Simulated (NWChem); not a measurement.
# One shape, several levels: CH2BCl2N (SMILES C#[N+][BH-](Cl)Cl)

Aim: a comparison of 4 runs (HF/STO-3G, HF/3-21G, B3LYP/6-31G*) of CH2BCl2N. 

Program for the calculation: NWChem 7.3.0.

## 1. The molecule

CH2BCl2N: 7 atoms, total charge 0, spin state singlet. SMILES: `C#[N+][BH-](Cl)Cl`. The coordinates come from a GFN2-xTB relaxation.

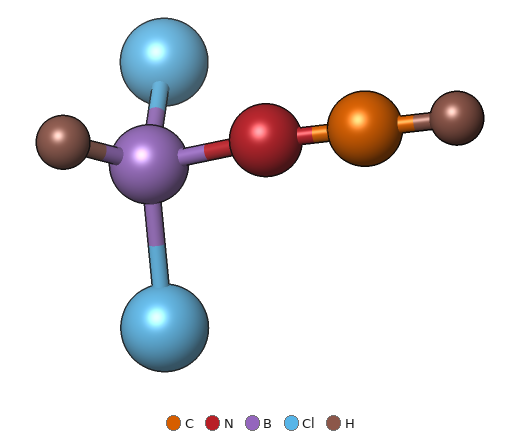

The structure, seen from a chosen angle (carbon orange, nitrogen red, boron purple, chlorine blue, hydrogen brown).

## 2. Energy and forces at HF/STO-3G (run 1)

geom.nw reads:

```
start geom
title "CH2BCl2N hf"
memory total 2200 mb

geometry units atomic noautosym nocenter noautoz
C  -0.83779118  0.66140414  2.97295493
N   0.04952972  0.00009449  1.11505180
B   0.77034685 -0.56306280 -1.54558810
Cl -2.06537617 -2.20901425 -2.70856335
Cl  1.14182922  2.62753190 -2.86913338
H  -1.68006101  1.27843752  4.67355727
H   2.62150367 -1.79539100 -1.63827917
end

basis spherical bse
* library STO-3G
end

scf
thresh 1e-08
maxiter 80
print medium
end

task scf gradient
```

Command:

```console
$ nwchem geom.nw > geom.out
```

The log of the run:

```text
[...]
  functions       =    35
[...]
  wavefunction    = RHF
[...]
         Total SCF energy =  -1025.873386014972
      One-electron energy =  -1892.702691971254
      Two-electron energy =    628.504897920364
 Nuclear repulsion energy =    238.324408035918
        Time for solution =      1.7s
[...]
                         RHF ENERGY GRADIENTS
    atom               coordinates                        gradient
                 x          y          z           x          y          z
   1 C      -0.837791   0.661404   2.972955   -0.009620   0.007368   0.013172
   2 N       0.049530   0.000094   1.115052    0.013833  -0.011715  -0.059317
   3 B       0.770347  -0.563063  -1.545588   -0.023432   0.018703   0.055170
   4 Cl     -2.065376  -2.209014  -2.708563    0.007119   0.009778   0.008570
   5 Cl      1.141829   2.627532  -2.869133   -0.006107  -0.010909   0.009579
   6 H      -1.680061   1.278438   4.673557    0.010393  -0.007901  -0.024765
   7 H       2.621504  -1.795391  -1.638279    0.007813  -0.005324  -0.002410
[...]
```

It took 2.9 s on 1 thread of AMD EPYC 9R45 (Zen 5), shared host; peak memory 0.1 GiB.

## 3. Energy and gradient at HF/3-21G (run 2)

ch2bcl2n.nw reads:

```
start ch2bcl2n
title "CH2BCl2N"
memory 2200 mb

geometry units au noautosym nocenter noautoz
  C     -0.83779118     0.66140414     2.97295493
  N      0.04952972     0.00009449     1.11505180
  B      0.77034685    -0.56306280    -1.54558810
  Cl    -2.06537617    -2.20901425    -2.70856335
  Cl     1.14182922     2.62753190    -2.86913338
  H     -1.68006101     1.27843752     4.67355727
  H      2.62150367    -1.79539100    -1.63827917
end

basis spherical bse
  * library 3-21G
end

scf
  thresh 1e-08
  maxiter 80
  noprint "final vectors analysis"
end

task scf gradient
```

Command:

```console
$ nwchem ch2bcl2n.nw > ch2bcl2n.out
```

The log of the run:

```text
[...]
  functions       =    57
[...]
  wavefunction    = RHF
[...]
         Total SCF energy =  -1032.140357276244
      One-electron energy =  -1898.551790733404
      Two-electron energy =    628.087025421242
 Nuclear repulsion energy =    238.324408035918
        Time for solution =      2.1s
[...]
                         RHF ENERGY GRADIENTS
    atom               coordinates                        gradient
                 x          y          z           x          y          z
   1 C      -0.837791   0.661404   2.972955   -0.024639   0.018693   0.042758
   2 N       0.049530   0.000094   1.115052    0.036996  -0.028875  -0.103069
   3 B       0.770347  -0.563063  -1.545588   -0.023575   0.017381   0.026089
   4 Cl     -2.065376  -2.209014  -2.708563    0.019585   0.016691   0.016337
   5 Cl      1.141829   2.627532  -2.869133   -0.007315  -0.024342   0.017914
   6 H      -1.680061   1.278438   4.673557   -0.000792   0.000294  -0.000766
   7 H       2.621504  -1.795391  -1.638279   -0.000260   0.000158   0.000737
[...]
```

Wall time 3.6 s (1 thread of AMD EPYC 9R45 (Zen 5), shared host); peak memory 0.1 GiB.

Run 3 isn't shown in full; the table further down has it.

## 4. Energy and forces at B3LYP/6-31G(d) (Cartesian functions) (run 4)

a.nw reads:

```
start a
memory total 2200 mb
geometry units angstrom noautosym nocenter noautoz
  C    -0.443340    0.350000    1.573220
  N     0.026210    0.000050    0.590060
  B     0.407650   -0.297960   -0.817890
  Cl   -1.092950   -1.168960   -1.433310
  Cl    0.604230    1.390430   -1.518280
  H    -0.889050    0.676520    2.473140
  H     1.387240   -0.950080   -0.866940
end
basis cartesian
  * library 6-31G*
end
dft
  xc b3lyp
  grid xfine
  convergence energy 1e-08
  maxiter 100
  mulliken
end
task dft gradient
```

Command:

```console
$ nwchem a.nw > a.out
```

The log of the run:

```text
[...]
          Wavefunction type:  closed shell.
          No. of atoms     :     7
          No. of electrons :    54
[...]
          Charge           :     0
          Spin multiplicity:     1
[...]
          AO basis - number of functions:    87
[...]
              XC Information
              --------------
                         B3LYP Method XC Potential
                     Hartree-Fock (Exact) Exchange  0.200
                        Slater Exchange Functional  0.800 local
                    Becke 1988 Exchange Functional  0.720 non-local
              Lee-Yang-Parr Correlation Functional  0.810
                  VWN I RPA Correlation Functional  0.190 local
[...]
 d= 0,ls=0.0,diis     1  -1039.2217308831 -1.28D+03  2.05D-02  1.03D+00     2.5
[...]
 d= 0,ls=0.0,diis    11  -1039.3443848040 -5.56D-10  2.77D-07  2.95D-10    23.5
         Total DFT energy =    -1039.344384803974
      One electron energy =    -1905.339522170537
           Coulomb energy =      701.329997950770
    Exchange-Corr. energy =      -73.659285827571
 Nuclear repulsion energy =      238.324425243364
[...]
      Total Density - Mulliken Population Analysis
     ---------------------------------------------
    Atom       Charge   Shell Charges
 -----------   ------   -------------------------------------------------------
    1 C    6     5.83   1.99  0.75  2.00  0.42  0.66  0.01
    2 N    7     7.13   1.99  0.82  2.43  0.94  0.95 -0.01
    3 B    5     4.97   1.99  0.54  1.56  0.32  0.42  0.14
    4 Cl  17    17.21   2.00  1.99  5.97  1.45  3.64  0.56  1.64 -0.03
    5 Cl  17    17.21   2.00  1.99  5.97  1.45  3.64  0.56  1.64 -0.03
    6 H    1     0.67   0.49  0.18
    7 H    1     0.98   0.53  0.46
[...]
  wavefunction    = closed shell
[...]
```

It took 30 s on 1 thread of AMD EPYC 9R45 (Zen 5), shared host; peak memory 0.14 GiB.

## 5. Overview of the runs

```csv
run,level,iteration cap,module,energy (Eh),dipole moment (D),HOMO energy (eV),LUMO energy (eV),wall time
1,HF/STO-3G,80,scf,-1025.873386,8.32,-9.18,4.81,2.9 s
2,HF/3-21G,80,scf,-1032.140357,8.98,–,–,3.6 s
3,B3LYP/6-31G* (spherical functions),100,dft,-1039.335091,7.27,-7.49,-2.15,29 s
4,B3LYP/6-31G* (Cartesian functions),100,dft,-1039.344385,7.26,-7.49,-2.14,30 s
```

## 6. Results

| quantity | value |
| --- | --- |
| run 4: total energy | -1039.34438 Eh |
| run 4: dipole moment | 7.26 D |
| run 4: HOMO energy | -7.49 eV |
| run 4: LUMO energy | -2.14 eV |
| run 4: HOMO–LUMO gap | 5.35 eV |
| run 4: largest force on an atom | 1.524 eV/Å |

**Reading.** The dipole moment (its size) runs from 7.26 D (B3LYP/6-31G*) to 8.98 D (HF/3-21G). The two ends differ in method and basis. Over runs 1, 3, 4 the HOMO–LUMO gap runs from 5.34 eV (B3LYP/6-31G*) to 13.99 eV (HF/STO-3G). In run 1 the basis is minimal, so the values are rough. All runs together took 65 s, the longest 30 s.
